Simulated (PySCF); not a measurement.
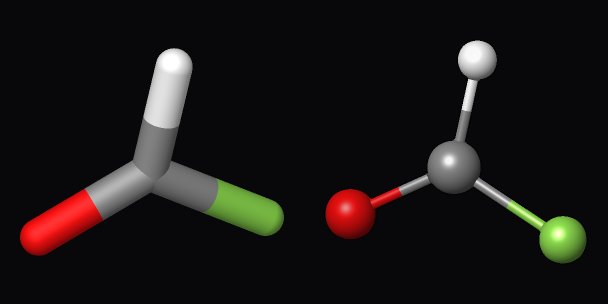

The same structure drawn twice, from different directions. Colours: oxygen red, carbon grey, fluorine green, hydrogen white.

> Which formula does it have?

CHFO, 4 atoms: 1 carbon, 1 hydrogen, 1 fluorine and 1 oxygen.

> What is the point group of this geometry?

Cs.

> Name some functional groups or characteristic bonds that it holds.

Among them: C–F bond.

The parts below concern this one geometry. Atoms keep their numbers from picture to picture. The computed structure is the end point of a PBE0-D3(BJ)/def2-SVP optimisation. No frequency run is at hand to confirm it as a minimum.

## Shape

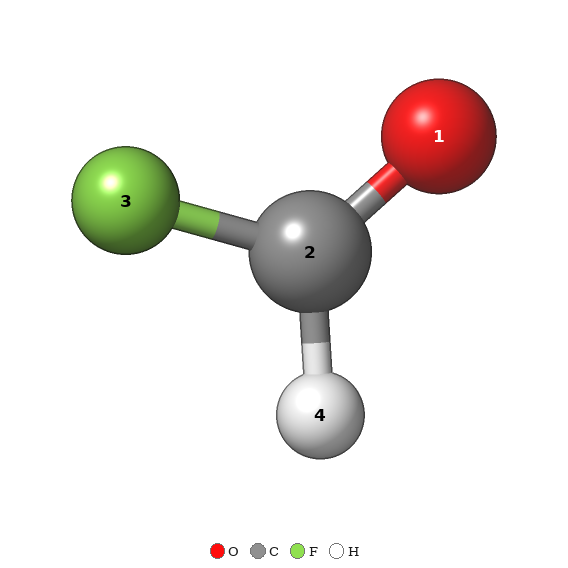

The atoms are numbered. No frequency run is at hand to confirm it as a minimum.

> What is the geometry at C2?

C2 has 3 neighbours (O1 at 1.18, F3 at 1.33, H4 at 1.11 Å); the arrangement is trigonal planar.

## NMR shielding

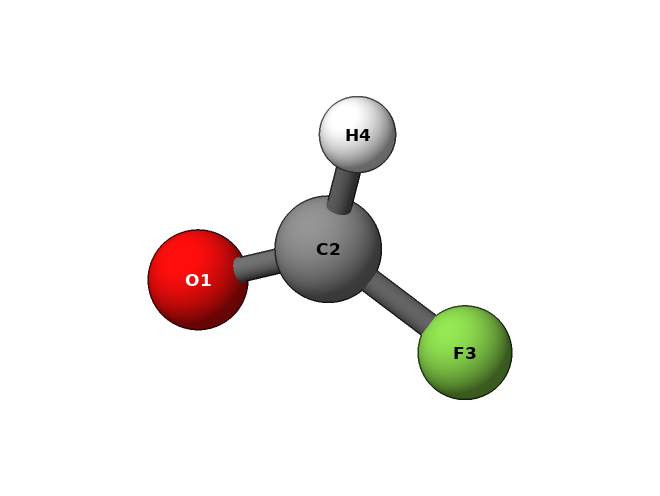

No frequency run is at hand to confirm it as a minimum. Properties computed with GIAO PBE0/pcSseg-0 NMR shielding, non-relativistic, gas phase (PySCF 2.14.0). Principal shieldings σ11 ≤ σ22 ≤ σ33, span Ω = σ33 − σ11, skew κ = 3(σiso − σ22)/Ω.

Give the shielding tensors of the O atoms.

```json
{"atom": "O1", "σ11": "−517.2", "σ22": "−303.3", "σ33": "275.6", "σiso": "−181.7", "Ω": "792.8", "κ": "0.46"}
```

Shieldings and span in ppm.

## Spin–spin coupling

No frequency run is at hand to confirm it as a minimum. Properties computed with B97-2/pcJ-1 indirect spin-spin coupling, non-relativistic, gas phase (PySCF 2.14.0). Isotopes: 13C, 19F, 1H, 17O.

Give the spin–spin coupling constants of these pairs, with the number of bonds between them: O1/C2, C2/H4, C2/F3, O1/F3, O1/H4, F3/H4.

```tsv
pair	bonds apart	J (Hz)
O1, C2	1	21.5
C2, H4	1	239.9
C2, F3	1	−429.4
O1, F3	2	73.8
O1, H4	2	−9.0
F3, H4	2	175.0
```

Density functionals are unreliable for couplings to fluorine, so those rows may be far off.

## Dipole moment

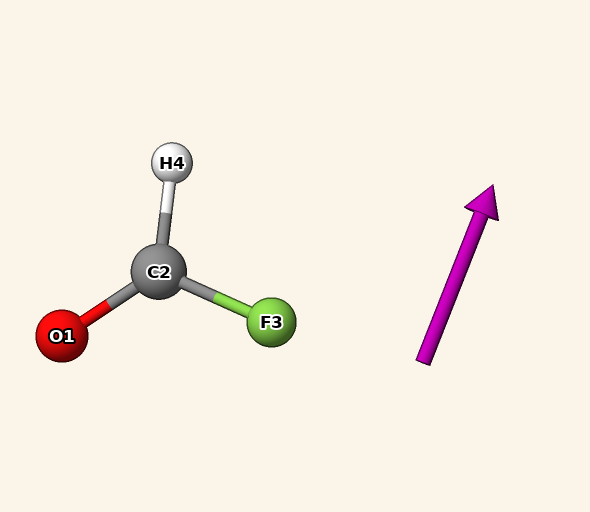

The arrow beside the molecule shows the direction of the dipole moment, from the negative to the positive end (its length means nothing). No frequency run is at hand to confirm it as a minimum. Level of theory: HF/pcJ-1, gas phase (PySCF 2.14.0).

> How large is the dipole moment?

2.56 D; it points from the side of O1 to the side of H4 (the outermost atoms at the two ends).

## Excitation

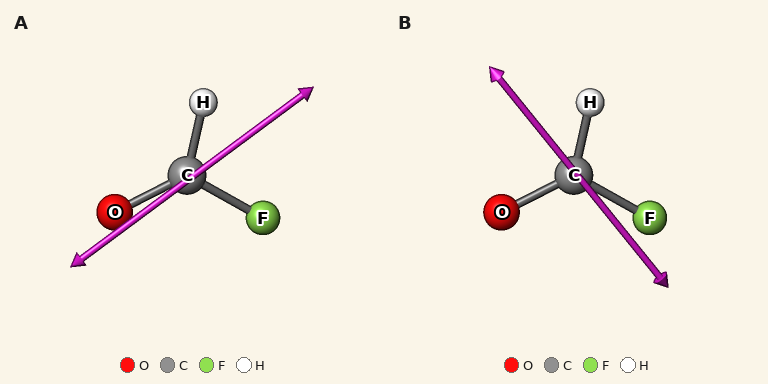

The double arrows show the directions of two transition dipoles from the ground state (lengths mean nothing). No frequency run is at hand to confirm it as a minimum. Properties computed with TDDFT B3LYP/def2-SVPD, vertical, gas phase, core orbitals frozen in the response (PySCF 2.14.0).

> One belongs to singlet state 4 and one to singlet state 5. Which is which?

A: state 4, 9.27 eV (134 nm), oscillator strength 0.13, mainly HOMO−1 → LUMO (weight 0.52); polarised in the molecular plane.
B: state 5, 9.87 eV (126 nm), oscillator strength 0.12, mainly HOMO → LUMO+2 (weight 0.69); polarised in the molecular plane.
